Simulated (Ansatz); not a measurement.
The calculation's input:

```
crystal:
  periodic: [false, false, false]
  atoms:
    - { symbol: B, position_ang: [0.0, 0.0, 0.0] }
    - { symbol: H, position_ang: [0.0, 0.0, 1.44] }
    - { symbol: Cl, position_ang: [1.6108, 0.0, -0.93] }
    - { symbol: Cl, position_ang: [-1.6108, 0.0, -0.93] }
    - { symbol: Cl, position_ang: [0.0, 0.0, 3.11] }
magnetization:
  spin_polarized: true
  initial_magnetization: 1
basis:
  gaussian: { orbitals: def2-SVP }
hamiltonian:
  xc: revpbe
relax:
  f_tol: 0.15
  max_steps: 25
  restrain:
    - { distance: [1, 4], at: 2.57, k: 30.0 }
    - { distance: [0, 1], at: 1.19, k: 30.0 }
output:
  orbitals: {}
```

Run with:

```sh
ansatz run input.yaml --threads 2 --pin off --max-ram 3072MiB --backend cpu --events-out ev --progress --plain --runs-dir out
```

The fields are those of the run's last geometry, not of the input's.

Not at a stationary point (largest force 0.6 eV/Å).

All numbers below come from Ansatz 0.2.0, UKS revPBE/def2-SVP.

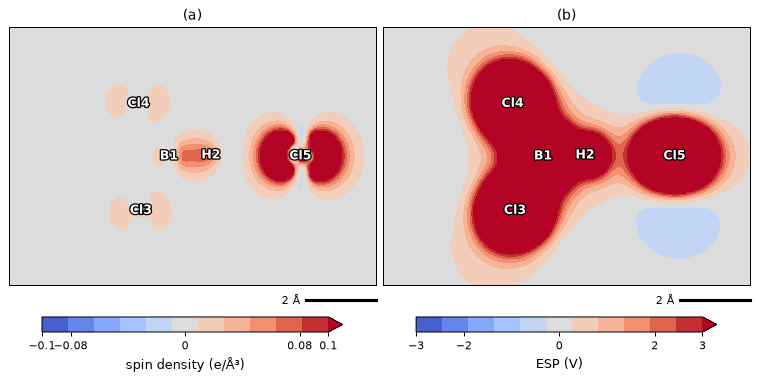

BCl₂H···Cl (doublet). (a) spin density (α minus β); (b) molecular electrostatic potential on the molecular plane.

> What do the fields say about this system?

- The plane passes through B, H and Cl nuclei.
- The unpaired spin (1 electron) lies mostly on Cl5 (about 0.9), in electrons by Hirshfeld's partition.
- Outside the dense part of the complex the potential is most negative (−0.7 V) near Cl5.
